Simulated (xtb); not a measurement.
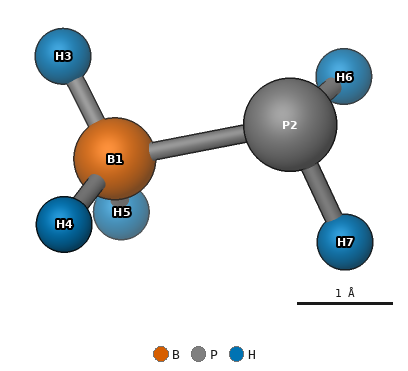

*The input geometry (ball-and-stick view, seen at a tilt; atoms are numbered from 1 in the order of the input).*

## Run report: BPH5 (charge −1), frequency calculation

System: BPH5, charge −1, SMILES [BH3-]P.
Method: GFN2-xTB (xtb 6.7.1 later snapshot).

The geometry was optimised with GFN2-xTB.

## The input (start.xyz)
```
7
BH5P
B     -0.505609    -0.520842    -0.362007
P      0.697909     0.300647     0.997893
H     -1.586274    -0.645266     0.172149
H     -0.027293    -1.601631    -0.629869
H     -0.557757     0.204820    -1.328686
H      0.221981     1.601643     0.970273
H      1.757033     0.660638     0.180256
```

## File xtb.inp
```
$hess
   sccacc=30
$end
```

Run as:
```bash
xtb start.xyz --gfn 2 --chrg -1 --hess --input xtb.inp -P 1 > out.txt
```

## Log
```
* xtb version 6.7.1
   ID    Z sym.   atoms
    1    5 B      1
    2   15 P      2
    3    1 H      3-7

           -------------------------------------------------
          |                Calculation Setup                |
           -------------------------------------------------

          program call               : xtb start.xyz --gfn 2 --chrg -1 --hess --input xtb.inp -P 1
          coordinate file            : start.xyz
          omp threads                :                     1

           -------------------------------------------------
          |                 G F N 2 - x T B                 |
           -------------------------------------------------

      * Hamiltonian:
        H0-scaling (s, p, d)           1.850000    2.230000    2.230000
        zeta-weighting                 0.500000
      * Dispersion:
        s8                             2.700000
        a1                             0.520000
        a2                             5.000000
        s9                             5.000000
      * Repulsion:
        kExp                           1.500000    1.000000
        rExp                           1.000000
      * Coulomb:
        alpha                          2.000000
        third order                    shell-resolved
        anisotropic                    true
        a3                             3.000000
        a5                             4.000000
        cn-shift                       1.200000
        cn-exp                         4.000000
        max-rad                        5.000000

          ...................................................
          :                      SETUP                      :
          :.................................................:
          :  # basis functions                  19          :
          :  # atomic orbitals                  18          :
          :  # shells                           10          :
          :  # electrons                        14          :
          :  max. iterations                   250          :
          :  Hamiltonian                  GFN2-xTB          :
          :  restarted?                      false          :
          :  GBSA solvation                  false          :
          :  PC potential                    false          :
          :  electronic temp.          300.0000000     K    :
          :  accuracy                    1.0000000          :
          :  -> integral cutoff          0.2500000E+02      :
          :  -> integral neglect         0.1000000E-07      :
          :  -> SCF convergence          0.1000000E-05 Eh   :
          :  -> wf. convergence          0.1000000E-03 e    :
          :  Broyden damping             0.4000000          :
          :  net charge                         -1          :
          :  unpaired electrons                  0          :
          ...................................................

 iter      E             dE          RMSdq      gap      omega  full diag
   1     -6.0822327 -0.608223E+01  0.120E+01    3.71       0.0  T
   2     -6.4990476 -0.416815E+00  0.795E+00    4.89       1.0  T
   3     -6.5421793 -0.431318E-01  0.371E+00    4.35       1.0  T
   4     -6.5282668  0.139126E-01  0.238E+00    4.40       1.0  T
   5     -6.5497240 -0.214573E-01  0.995E-01    4.18       1.0  T
   6     -6.5527355 -0.301150E-02  0.276E-01    4.22       1.0  T
   7     -6.5527198  0.157350E-04  0.114E-01    4.25       1.0  T
   8     -6.5528002 -0.804383E-04  0.146E-02    4.25       2.6  T
   9     -6.5528002  0.821251E-08  0.632E-03    4.25       6.0  T
  10     -6.5528003 -0.973013E-07  0.566E-04    4.25      66.7  T
  11     -6.5528003  0.265190E-08  0.762E-04    4.25      49.6  T

   *** convergence criteria satisfied after 11 iterations ***

         #    Occupation            Energy/Eh            Energy/eV
      -------------------------------------------------------------
         1        2.0000           -0.4364131             -11.8754
         2        2.0000           -0.2824558              -7.6860
         3        2.0000           -0.2655116              -7.2249
         4        2.0000           -0.2348547              -6.3907
         5        2.0000           -0.1974509              -5.3729
         6        2.0000           -0.1944401              -5.2910
         7        2.0000           -0.1578103              -4.2942 (HOMO)
         8                         -0.0017547              -0.0477 (LUMO)
         9                          0.0604492               1.6449
        10                          0.1485648               4.0427
        11                          0.1996078               5.4316
        12                          0.2056563               5.5962
       ...                                ...                  ...
        18                          1.1388028              30.9884
      -------------------------------------------------------------
                  HL-Gap            0.1560556 Eh            4.2465 eV
             Fermi-level           -0.0797825 Eh           -2.1710 eV

 SCC (total)                   0 d,  0 h,  0 min,  0.002 sec
 SCC setup                      ...        0 min,  0.000 sec (  2.504%)
 Dispersion                     ...        0 min,  0.000 sec (  1.121%)
 classical contributions        ...        0 min,  0.000 sec (  0.250%)
 integral evaluation            ...        0 min,  0.000 sec ( 12.150%)
 iterations                     ...        0 min,  0.001 sec ( 59.413%)
 molecular gradient             ...        0 min,  0.000 sec ( 20.049%)
 printout                       ...        0 min,  0.000 sec (  4.029%)

         :::::::::::::::::::::::::::::::::::::::::::::::::::::
         ::                     SUMMARY                     ::
         :::::::::::::::::::::::::::::::::::::::::::::::::::::
         :: total energy              -6.504050001126 Eh    ::
         :: gradient norm              0.000009192286 Eh/a0 ::
         :: HOMO-LUMO gap              4.246489107306 eV    ::
         ::.................................................::
         :: SCC energy                -6.552800019327 Eh    ::
         :: -> isotropic ES            0.143802194504 Eh    ::
         :: -> anisotropic ES          0.004916303391 Eh    ::
         :: -> anisotropic XC          0.004316872691 Eh    ::
         :: -> dispersion             -0.004622779712 Eh    ::
         :: repulsion energy           0.048750018200 Eh    ::
         :: add. restraining           0.000000000000 Eh    ::
         :: total charge              -1.000000000000 e     ::
         :::::::::::::::::::::::::::::::::::::::::::::::::::::

           -------------------------------------------------
          |                Numerical Hessian                |
           -------------------------------------------------
step length          :   0.00500
SCC accuracy         :  30.00000
Hessian scale factor :   1.00000
frozen atoms in %    :   0.00000    0
RMS gradient         :   0.00001
estimated CPU  time      0.00 min

writing file <hessian>, containing the non-mass-weighted Hessian matrix in atomic units (Eₕ/Bohr²).

 projected vibrational frequencies (cm⁻¹)
eigval :       -0.00    -0.00    -0.00     0.00     0.00     0.00
eigval :      228.37   508.64   550.31   603.37   849.73   876.34
eigval :     1103.55  1188.49  1230.17  1242.23  2202.80  2214.45
eigval :     2231.30  2279.28  2331.29
           -------------------------------------------------
          |                Property Printout                |
           -------------------------------------------------

    * Orbital Energies and Occupations

         #    Occupation            Energy/Eh            Energy/eV
      -------------------------------------------------------------
         1        2.0000           -0.4364112             -11.8754
         2        2.0000           -0.2824472              -7.6858
         3        2.0000           -0.2655101              -7.2249
         4        2.0000           -0.2348517              -6.3906
         5        2.0000           -0.1974444              -5.3727
         6        2.0000           -0.1944341              -5.2908
         7        2.0000           -0.1578062              -4.2941 (HOMO)
         8                         -0.0017528              -0.0477 (LUMO)
         9                          0.0604534               1.6450
        10                          0.1485671               4.0427
        11                          0.1996103               5.4317
        12                          0.2056583               5.5962
        13                          0.3732669              10.1571
        14                          0.4696253              12.7792
        15                          0.4903039              13.3418
        16                          0.5905274              16.0691
        17                          0.9546725              25.9780
        18                          1.1388046              30.9885
      -------------------------------------------------------------
                  HL-Gap            0.1560534 Eh            4.2464 eV
             Fermi-level           -0.0797795 Eh           -2.1709 eV

     #   Z          covCN         q      C6AA      α(0)
     1   5          3.705     0.268    18.247     6.911
     2  15          2.897    -0.538   186.748    24.555
     3   1          0.920    -0.244    14.862     6.029
     4   1          0.920    -0.244    14.862     6.029
     5   1          0.921    -0.244    14.854     6.027
     6   1          0.977     0.002     3.021     2.716
     7   1          0.977     0.002     3.021     2.716

 Mol. C6AA /au·bohr⁶  :       1083.810548
 Mol. C8AA /au·bohr⁸  :      32642.614585
 Mol. α(0) /au        :         54.984284

Wiberg/Mayer (AO) data.
largest (>0.10) Wiberg bond orders for each atom

 ---------------------------------------------------------------------------
     #   Z sym  total        # sym  WBO       # sym  WBO       # sym  WBO
 ---------------------------------------------------------------------------
     1   5      3.542 --     5      0.909     4      0.901     3      0.901
                             2      0.815
     2  15      2.871 --     6      0.981     7      0.981     1      0.815
     3   1      0.940 --     1      0.901
     4   1      0.940 --     1      0.901
     5   1      0.940 --     1      0.909
     6   1      1.000 --     2      0.981
     7   1      1.000 --     2      0.981
 ---------------------------------------------------------------------------

Topologies differ in total number of bonds
Writing topology from bond orders to xtbtopo.mol

molecular dipole:
                 x           y           z       tot (Debye)
 q only:        0.044       0.381      -0.369
   full:       -0.052       0.470      -0.660       2.065
molecular quadrupole (traceless):
                xx          xy          yy          xz          yz          zz
 q only:       -0.026      -1.461       0.882      -2.374      -1.398      -0.855
  q+dip:        0.059      -1.949       2.052      -4.173      -2.178      -2.111
   full:        0.443      -1.942       2.156      -4.387      -1.707      -2.599

           -------------------------------------------------
          |               Frequency Printout                |
           -------------------------------------------------
 projected vibrational frequencies (cm⁻¹)
eigval :       -0.00    -0.00    -0.00     0.00     0.00     0.00
eigval :      228.37   508.64   550.31   603.37   849.73   876.34
eigval :     1103.55  1188.49  1230.17  1242.23  2202.80  2214.45
eigval :     2231.30  2279.28  2331.29
 reduced masses (amu)
    1:      2.28    2:      3.52    3:      2.59    4:      3.55    5:      1.95    6:      4.19
    7:      1.03    8:      4.65    9:      1.02   10:      1.09   11:      1.24   12:      1.23
   13:      1.18   14:      1.04   15:      1.07   16:      1.07   17:      1.06   18:      1.10
   19:      1.07   20:      1.02   21:      1.04
Molecule has the following symmetry elements: (sigma)
It seems to be the Cs point group
 IR intensities (km·mol⁻¹)
    1:     24.89    2:     19.63    3:     14.81    4:      4.29    5:     13.64    6:      2.25
    7:      2.09    8:      0.18    9:      2.83   10:      7.01   11:     38.01   12:     30.00
   13:    491.74   14:      9.34   15:     96.21   16:    105.12   17:     14.89   18:    367.95
   19:    752.29   20:    191.95   21:    417.15
 Raman intensities (Ä⁴*amu⁻¹)
    1:      0.00    2:      0.00    3:      0.00    4:      0.00    5:      0.00    6:      0.00
    7:      0.00    8:      0.00    9:      0.00   10:      0.00   11:      0.00   12:      0.00
   13:      0.00   14:      0.00   15:      0.00   16:      0.00   17:      0.00   18:      0.00
   19:      0.00   20:      0.00   21:      0.00
 output can be read by thermo (or use thermo option).
 writing <g98.out> molden fake output.
 recommended (thermochemical) frequency scaling factor: 1.0
           -------------------------------------------------
          |             Thermodynamic Functions             |
           -------------------------------------------------

cs  symmetry found (for desy threshold:  0.10E+00) used in thermo

          ...................................................
          :                      SETUP                      :
          :.................................................:
          :  # frequencies                          15      :
          :  # imaginary freq.                       0      :
          :  linear?                             false      :
          :  only rotor calc.                    false      :
          :  symmetry                               cs      :
          :  rotational number                       1      :
          :  scaling factor                  1.0000000      :
          :  rotor cutoff                   50.0000000 cm⁻¹ :
          :  imag. cutoff                  -20.0000000 cm⁻¹ :
          :.................................................:

    mode    ω/cm⁻¹     T·S(HO)/kcal·mol⁻¹    T·S(FR)/kcal·mol⁻¹   T·S(vib)
   ------------------------------------------------------------------------
       1    228.37    -0.56401 ( 99.77%)    -0.60592 (  0.23%)    -0.56411
   ------------------------------------------------------------------------

   temp. (K)  partition function   enthalpy   heat capacity  entropy
                                   cal/mol     cal/K/mol   cal/K/mol   J/K/mol
 298.15  VIB   1.95                  802.790      7.173      4.019
         ROT  0.988E+04              888.727      2.981     21.259
         INT  0.192E+05             1691.517     10.154     25.278
         TR   0.980E+25             1481.212      4.968     37.456
         TOT                        3172.7295    15.1216    62.7342   262.4798

       T/K    H(0)-H(T)+PV         H(T)/Eh          T*S/Eh         G(T)/Eh
   ------------------------------------------------------------------------
    298.15    0.505607E-02    0.498000E-01    0.298070E-01    0.199930E-01
   ------------------------------------------------------------------------

         :::::::::::::::::::::::::::::::::::::::::::::::::::::
         ::                  THERMODYNAMIC                  ::
         :::::::::::::::::::::::::::::::::::::::::::::::::::::
         :: total free energy          -6.484057002390 Eh   ::
         ::.................................................::
         :: total energy               -6.504050003954 Eh   ::
         :: zero point energy           0.044743966908 Eh   ::
         :: G(RRHO) w/o ZPVE           -0.024750965344 Eh   ::
         :: G(RRHO) contrib.            0.019993001564 Eh   ::
         :::::::::::::::::::::::::::::::::::::::::::::::::::::

           -------------------------------------------------
          | TOTAL ENERGY               -6.504050003954 Eh   |
          | TOTAL ENTHALPY             -6.454249970716 Eh   |
          | TOTAL FREE ENERGY          -6.484057002390 Eh   |
          | GRADIENT NORM               0.000008704791 Eh/α |
          | HOMO-LUMO GAP               4.246430507472 eV   |
           -------------------------------------------------

------------------------------------------------------------------------
------------------------------------------------------------------------
 total:
 *  cpu-time:     0 d,  0 h,  0 min,  0.049 sec
 * ratio c/w:     1.000 speedup
 SCF:
 *  cpu-time:     0 d,  0 h,  0 min,  0.002 sec
 * ratio c/w:     0.999 speedup
 analytical hessian:
 *  cpu-time:     0 d,  0 h,  0 min,  0.039 sec
 * ratio c/w:     1.000 speedup
```

## File vibspectrum
```
$vibrational spectrum
#  mode     symmetry     wave number   IR intensity    selection rules
#                         cm**(-1)      (km*mol⁻¹)        IR
     1                      -0.00         0.00000          -
     2                      -0.00         0.00000          -
     3                      -0.00         0.00000          -
     4                       0.00         0.00000          -
     5                       0.00         0.00000          -
     6                       0.00         0.00000          -
     7        a            228.37         2.09147         YES
     8        a            508.64         0.17960         YES
     9        a            550.31         2.82559         YES
    10        a            603.37         7.01284         YES
    11        a            849.73        38.01072         YES
    12        a            876.34        30.00264         YES
    13        a           1103.55       491.74032         YES
    14        a           1188.49         9.34177         YES
    15        a           1230.17        96.20584         YES
    16        a           1242.23       105.12108         YES
    17        a           2202.80        14.89462         YES
    18        a           2214.45       367.95370         YES
    19        a           2231.30       752.28680         YES
    20        a           2279.28       191.95386         YES
    21        a           2331.29       417.15490         YES
$end
```

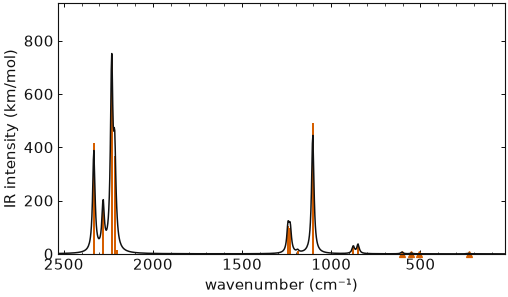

*Harmonic infrared spectrum, unscaled: sticks (degenerate modes added up, dark ones marked on the axis) with a Lorentzian envelope of 16 cm⁻¹ full width, scaled to the tallest stick.*

15 modes from 228 to 2331 cm⁻¹, none imaginary. The strongest line is at 2231 cm⁻¹ (752 km/mol). All modes, in cm⁻¹ (km/mol): 228 (2.1), 509 (0.2), 550 (2.8), 603 (7.0), 850 (38), 876 (30), 1104 (492), 1188 (9.3), 1230 (96), 1242 (105), 2203 (14.9), 2214 (368), 2231 (752), 2279 (192), 2331 (417).

## Key numbers

```csv
quantity,value
outcome,converged
electrons treated,14
total energy,−6.504050 hartree
dispersion energy,−0.004623 hartree
basis functions,19
HOMO,−4.29 eV
LUMO,−0.05 eV
zero-point energy,0.044744 hartree
"wavenumbers, lowest and highest",228 and 2331 cm⁻¹
hardware,"1 thread of Arm Neoverse V1, 24 GiB of memory available, shared host"
peak memory,0.073 GiB
```

## Notes

Settings chosen away from the usual ones: method = gfn2-xtb; task = frequencies; x = {"hess_scc_accuracy": 30}; geo = {"prev": "A"}. These settings are looser than, or depart from, a standard set-up, so the numbers are not reference values for this system.
